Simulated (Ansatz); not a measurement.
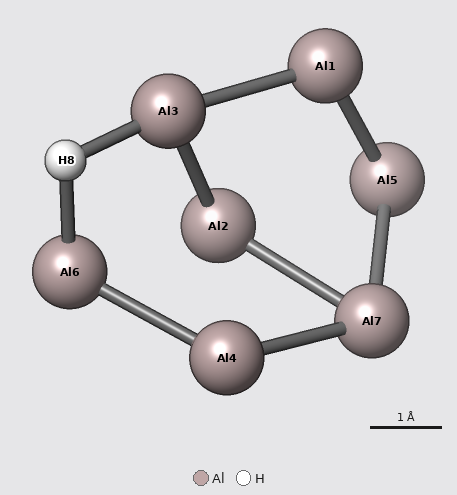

**Figure 1.** The input geometry of the first run (ball-and-stick view, seen at a tilt; atoms are numbered from 1 in the order of the input). Sticks mark near contacts. Bond lengths as drawn: Al–Al 2.54 to 2.62 Å and Al–H 1.75 to 1.83 Å.

# Two runs on Al$_{7}$H

System: Al$_{7}$H.
Method of the first run: RKS LC-wPBE/def2-TZVP (Ansatz 0.2.0).

The geometry comes from this level: B3LYP-D4/def2-SVP. Text and figures count atoms from 1; the logs count them from 0 in places.

**Input, the first run**
```yaml
crystal:
  periodic: [false, false, false]
  atoms:
    - {symbol: Al, position_ang: [1.349339, 2.059966, 0.353646]}
    - {symbol: Al, position_ang: [-0.930643, 0.447056, -0.025274]}
    - {symbol: Al, position_ang: [0.930204, -0.134536, 1.597464]}
    - {symbol: Al, position_ang: [-0.231057, -1.843879, -1.343461]}
    - {symbol: Al, position_ang: [-0.437514, 2.734439, -1.390348]}
    - {symbol: Al, position_ang: [-0.949234, -1.987969, 1.125270]}
    - {symbol: Al, position_ang: [-0.219758, 0.428562, -2.542347]}
    - {symbol: H, position_ang: [0.488661, -1.703628, 2.225051]}
basis:
  gaussian: {orbitals: def2-TZVP, initial_orbitals: start.molden}
hamiltonian: {xc: {name: LC-wPBE}}
scf: {omitted_lower_state_checks: [starts]}
output: {orbitals: {seedname: orbitals}}
```

Command:
```bash
ansatz run in.yaml --threads 4 --pin off --events-out ev --progress --plain --max-ram 4787MiB
```

Hardware: 4 threads of Arm Neoverse V1, 23 GiB of memory available, shared host.

**Output (the first run)**
```
Functional definition: LC-wPBE
  parameter omega = 0.4/bohr
  exchange = pbe_x_sr(omega) + exact_x_lr(omega)
  correlation = pbe_c
these checks for a lower state are left out or cut short: starts
1857 factors; their error is unknown
752 factors; integrals over basis functions are off by at most 2.1e-5 eV
mean field evaluation 1: about -46175.7924 eV, gradient 1.5e1 eV
mean field evaluation 2: about -46176.0965 eV, gradient 5.6e-1 eV
mean field evaluation 4: about -46176.0878 eV, gradient 5.6e-2 eV
mean field -46176.08784482 eV, -1696.9399290205 hartree, gradient 3.6e-5 eV, S^2 0.000000; 0 other end points of the search recorded, 0 dependent functions left out
reference -46176.08784482 eV, -1696.9399290207 hartree; 46, 46 occupied and 219, 219 virtual orbitals, 1857 factors
Total energy: -46176.08784482 eV, -1696.9399290207 hartree
Checks for a lower state left out: starts
```

The input of the second run differs as follows (lines with − go, lines with + come):
```diff
+total_charge: 1
+magnetization: {spin_polarized: true, initial_magnetization: 1}
```

Predict how the results change.

The two differ by one electron: at this geometry, removing it changes the energy by 6.23 eV. The HOMO goes from −6.89 to −11.05 eV. The LUMO goes from −1.65 to −5.78 eV. On the same kind of shared host the second run took about 5.4 times as long.

**Output (the second run)**
```
Functional definition: LC-wPBE
  parameter omega = 0.4/bohr
  exchange = pbe_x_sr(omega) + exact_x_lr(omega)
  correlation = pbe_c
these checks for a lower state are left out or cut short: starts
1857 factors; their error is unknown
752 factors; integrals over basis functions are off by at most 2.1e-5 eV
mean field evaluation 1: about -46169.4406 eV, gradient 1.0e1 eV
mean field evaluation 2: about -46169.7530 eV, gradient 6.2e-1 eV
mean field evaluation 4: about -46169.8700 eV, gradient 1.8e-1 eV
mean field evaluation 8: about -46169.8545 eV, gradient 5.2e-4 eV
mean field -46169.85447484 eV, -1696.7108568989 hartree, gradient 5.8e-6 eV, S^2 1.408044; 0 other end points of the search recorded, 0 dependent functions left out
reference -46169.85447484 eV, -1696.7108568991 hartree; 46, 45 occupied and 219, 220 virtual orbitals, 1857 factors
Total energy: -46169.85447484 eV, -1696.7108568991 hartree
Checks for a lower state left out: starts
```

**The two runs side by side**

```tsv
quantity	the first run	the second run
outcome	converged	converged
total energy (hartree)	−1696.939929	−1696.710857
HOMO (eV)	−6.89	−11.05
LUMO (eV)	−1.65	−5.78
basis functions	265	265
⟨S²⟩	–	1.408
wall time (shared host)	7 s	38 s
```

For the second run: ⟨S²⟩ is 1.41 against 0.75 for a pure state: the solution is spin-contaminated.
